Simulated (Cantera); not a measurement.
Input: 1 mol Si₂Cl₆, 25 mol NH₃, 0.65 mol N₂, at 23.0 Pa.

Cantera equilibrium calculation (NASA polynomials, part measured and part estimated; ideal gas, pure solids and liquids). Candidate condensed phases: NH₄Cl, Si, Si₃N₄; 28 gas species. The feed counts by its element totals alone. The tables' values for SiCl, SiCl₃, SiN are old estimates; treat these amounts as uncertain. Gases not in the tables: Si₂H₆ and higher silanes. Kinetics and transport are ignored.

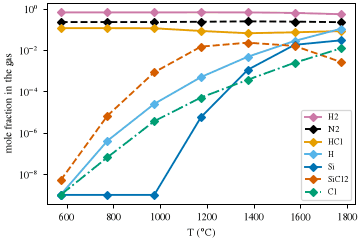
Figure. Equilibrium gas composition (values under 1e-9 drawn at 1e-9)

Question: Read off the mole fractions at 975 °C.

Answer: H₂ about 0.66, N₂ about 0.23, HCl about 0.11, SiCl₂ about 0.00084, H about 2.5e-5, Cl about 3.7e-6.
